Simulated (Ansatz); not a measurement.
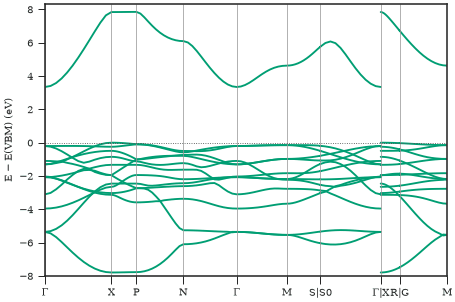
Figure. Band structure from DFT-LDA in the program Ansatz with PAW potentials

**Question.** Read off the gap and where the band edges lie.

**Answer.** About 3.3 eV (3.34 eV by a search for the band edges); maximum at X, minimum at Γ.

**Question.** Pick the material that matches.
A. SnF4, I4/mmm (Sn on 2a, F on 4e, F on 4c)
B. VBiO4, I4_1/a (V on 4b, Bi on 4a, O on 16f)
C. TiO2, anatase
D. MgCdTe2, chalcopyrite

**Answer.** A, SnF4, I4/mmm (Sn on 2a, F on 4e, F on 4c)

The workflow started from a Materials Project entry (that database holds measured and hypothetical structures alike); the Crystallography Open Database files this formula in space group No. 139, but the cells were not matched. Its standing as an ambient phase is unchecked. The cell was relaxed with LDA under the symmetry of its start; phonons on a q-mesh show no instability. A crystal of weakly bound layers computed without a dispersion correction: the cell and the soft elastic constants depend strongly on that. Spin–orbit coupling is left out wherever it is not named.

Potentials: the later of the program's two PAW sets.
